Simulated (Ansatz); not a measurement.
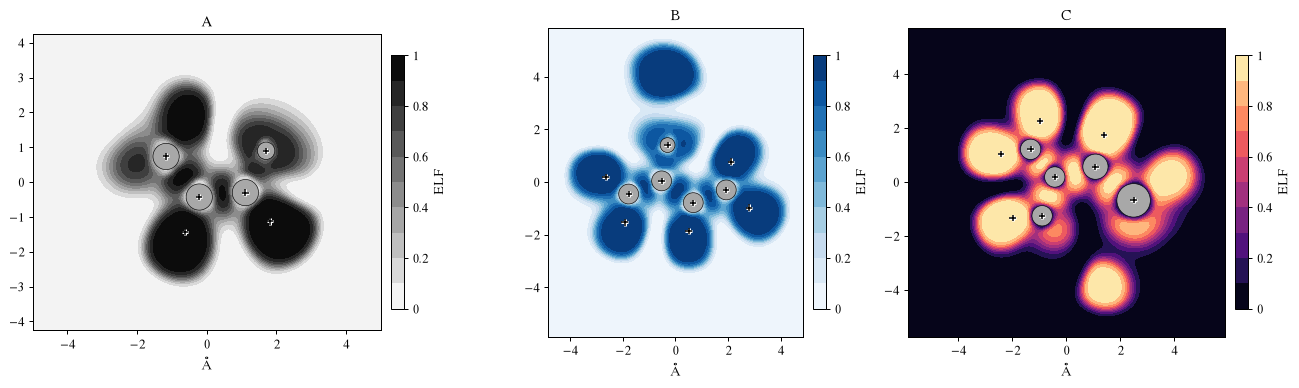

The electron localisation function of 3 systems, each on a plane through atoms (crosses mark nuclei in the plane; grey discs cover the cores).

These are results of Ansatz, isolated molecule in a Gaussian basis; Kohn-Sham density functional theory, functional PBE0, not measurements.

System 1: C₃H₁₀BPSi, the plane of atoms H7, C1 and H8. Geometry: PBE-D3(BJ)/def2-SVP.

```
atom    x (Å)    y (Å)    z (Å)
   C   2.0754  -0.1349  -2.2725
   C   1.2623  -0.1705  -1.1812
   C   1.5851  -1.0614  -0.0040
   B  -0.0083   0.7248  -1.2212
   P  -1.2161   0.9194   0.2169
  Si  -1.8898  -1.1238   0.9180
   H   1.8426   0.5116  -3.1338
   H   2.9929  -0.7480  -2.3439
   H   2.5915  -1.5200  -0.0806
   H   0.8497  -1.8908   0.0797
   H   1.5318  -0.5013   0.9533
   H  -0.1871   1.4714  -2.1669
   H  -2.4125   1.3583  -0.4357
   H  -1.8924  -2.1859  -0.1489
   H  -3.2920  -0.9515   1.4344
   H  -1.0050  -1.5775   2.0443
```

System 2: C₃H₄F₄Si (SMILES F/C=C\C[Si](F)(F)F), the plane of atoms C3, C2 and H10. Geometry: B3LYP-D3(BJ)/def2-SVP.

```yaml
atoms:
  - { symbol: C, position_ang: [-0.9878, 1.5680, 1.9419] }
  - { symbol: C, position_ang: [-2.0062, 1.5943, 1.0834] }
  - { symbol: C, position_ang: [-2.8688, 0.4031, 0.7719] }
  - { symbol: F, position_ang: [-0.6774, 0.4638, 2.6351] }
  - { symbol: F, position_ang: [-3.2524, -1.6315, -1.2197] }
  - { symbol: F, position_ang: [-2.1925, 0.6012, -1.9922] }
  - { symbol: F, position_ang: [-0.8104, -1.0637, -0.5752] }
  - { symbol: Si, position_ang: [-2.2764, -0.4368, -0.7662] }
  - { symbol: H, position_ang: [-0.3331, 2.4125, 2.1712] }
  - { symbol: H, position_ang: [-2.1824, 2.5290, 0.5455] }
  - { symbol: H, position_ang: [-2.8398, -0.3299, 1.5940] }
  - { symbol: H, position_ang: [-3.9218, 0.6960, 0.6260] }
```

System 3: C₄H₇BrOSi, the plane of atoms C2, C3 and O6. Geometry: r2SCAN-D4/def2-SVP.

```xyz
14

C     1.7825    1.8072   -0.2148
C     1.7965    1.0876   -1.3487
C     1.1657   -0.2194   -1.5028
C     1.1891   -0.9313   -2.6474
Br    2.7592   -1.6200    1.6902
O     0.4974   -0.6791   -0.3897
Si    0.8979   -2.0076    0.5283
H     1.2789    1.4355    0.6814
H     2.2747    2.7813   -0.1593
H     2.3000    1.4696   -2.2435
H     1.7093   -0.5366   -3.5217
H     0.6844   -1.8963   -2.7295
H     1.1529   -3.1971   -0.3251
H    -0.2270   -2.1937    1.4718
```

> Which map belongs to which system?

Panel A is system 2, C₃H₄F₄Si: the plane holds C, F and H. C–C (1.33 Å): the ELF peaks at about 0.95 between the atoms; a short, multiple covalent bond. Panel B is system 3, C₄H₇BrOSi: the plane holds C, O and H. C–C (1.34 Å): the ELF peaks at about 0.95 between the atoms; a short, multiple covalent bond. Panel C is system 1, C₃H₁₀BPSi: the plane holds C, B, P and H. C–C (1.36 Å): the ELF peaks at about 0.95 between the atoms (localised, covalent bonding).
